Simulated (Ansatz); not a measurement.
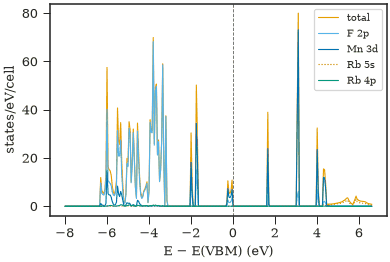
Figure. Total and projected density of states of Rb₂MnF₅ in space group P4/mmm (No. 123; Rb on 2e, Mn on 1a, F on 1b, F on 4j), r²SCAN in the plane-wave PAW code Ansatz

Problem. Which orbitals carry the states next to the gap?

Solution. Top 1 eV of the valence band: Mn 3d 67 %, F 2p 29 %. Bottom 1 eV of the conduction band: Mn 3d 61 %, F 2p 35 %. Projections are on Löwdin-orthogonalised atomic valence shells; empty p or d shells of many metals are not among them.

Problem. Where is the tallest occupied peak in this window, and what makes it?

Solution. Near -3.8 eV, about 70 states/eV per cell; the largest projected share is F 2p.

The first step of the workflow began from a Materials Project structure, measured or hypothetical; the Crystallography Open Database copy checked does not list it. Whether it is the stable phase at ambient conditions was not checked. The cell was relaxed with r²SCAN under the symmetry of its start, as lowered by the spin order; whether a distortion lowers the energy is not shown. The final state is antiferromagnetic, chosen from 5 collinear starts compared on coarse meshes (ties went to the first, and starts can fall back to one state), not a proven ground state. Other orbital occupations within this spin state were not tried. No Hubbard U is applied. Spin–orbit coupling is left out wherever it is not named.

Potentials: the later of the program's two PAW sets.
